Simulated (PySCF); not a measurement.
**C6H17NSi (SMILES [H][Si](C)(C)N(CC)CC): density, localisation and related maps**

Input

```
{"job": {"kind": "uv", "xc": "B3LYP", "basis": "def2-SVPD", "ip": false, "nstates": 10}, "charge": 0, "multiplicity": 1}
Si     0.380714     1.206928     0.620383
H     -0.449461     1.638235     1.802681
C      2.149165     0.962110     1.196573
H      2.540750     1.910876     1.596880
H      2.801667     0.651540     0.365333
H      2.225952     0.208479     1.995337
C      0.285955     2.587138    -0.650579
H     -0.741616     2.734513    -1.018321
H      0.926520     2.358695    -1.517375
H      0.620357     3.541421    -0.213026
N     -0.210510    -0.280474    -0.075322
C      0.366240    -1.577300     0.215905
C     -0.093629    -2.193273     1.532604
C     -1.537730    -0.304523    -0.660066
C     -1.532724    -0.514272    -2.168198
H      1.465584    -1.495309     0.215706
H      0.129903    -2.267756    -0.614153
H      0.207209    -1.565864     2.386626
H     -1.189918    -2.293876     1.566385
H      0.340018    -3.195507     1.678150
H     -2.157482    -1.085369    -0.177349
H     -2.053550     0.645092    -0.430682
H     -1.002115     0.308958    -2.671047
H     -1.023083    -1.452660    -2.437555
H     -2.558175    -0.564053    -2.568299
```

Command:

```sh
OMP_NUM_THREADS=2 python probes_run.py task.json out
```

Geometry: PBE0-D3(BJ)/def2-SVP.

Theory: B3LYP/def2-SVPD, SCF density, gas phase (PySCF).

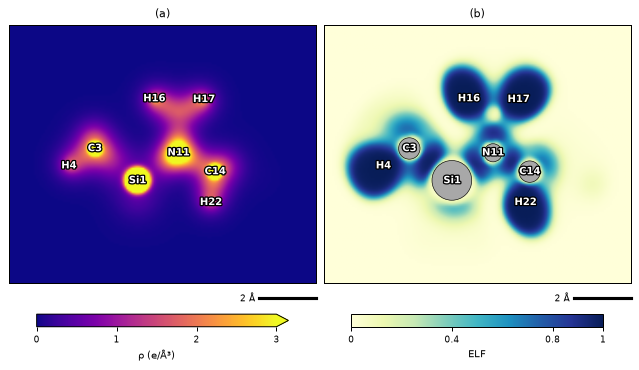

Figure 1. (a) electron density; (b) electron localisation function on the plane of atoms Si1, N11 and C14. Grey discs cover the atomic cores in the ELF map.

Question: Read the bonding off the picture.

Answer: Atoms in the plane: Si, C, H and N. C–N (1.45 Å): ρ at the midpoint is about 1.9 e/Å³; the ELF peaks at about 0.90 between the atoms; localised, covalent bonding. Si–N (1.75 Å): ρ is about 1.1 e/Å³ halfway; the ELF peaks at about 0.90 between the atoms: a polar covalent bond. C–Si (1.88 Å): the density is about 0.97 e/Å³ at the midpoint; the ELF peaks at about 0.95 between the atoms, as expected for localised, covalent bonding. C–H (1.10 Å): the density is about 1.9 e/Å³ at the midpoint; the ELF climbs to about 1 towards the hydrogen, as it does in any bond to H: a covalent bond by its length.

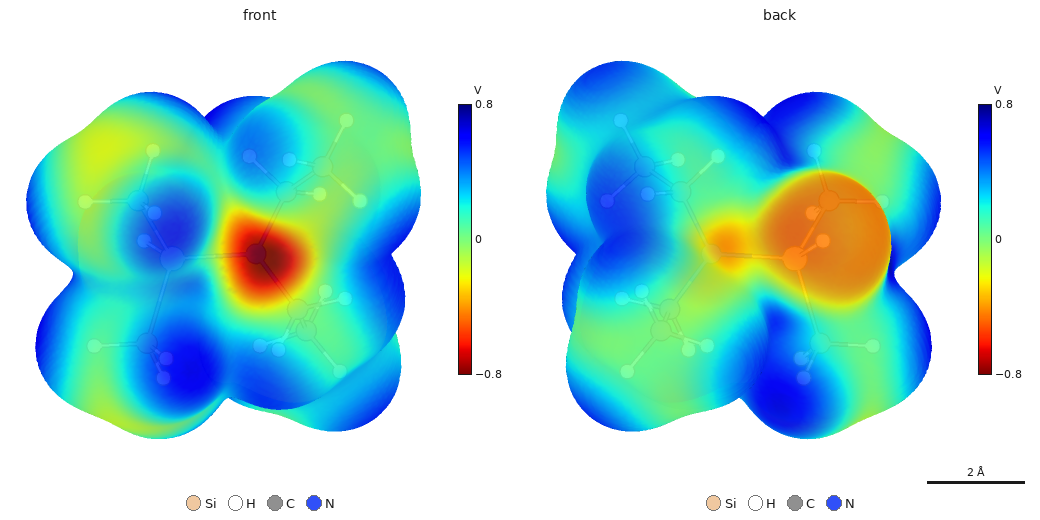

Figure 2. The electrostatic potential painted on the density surface at 0.002 e/bohr³, seen from the front and from behind; the colour scale runs from red (negative) to blue (positive).

Question: Where is the surface potential most negative and most positive?

Answer: The most negative region (about −0.7 V) lies over N11 and C15, the most positive (about +0.6 V) over the H and Si atoms.
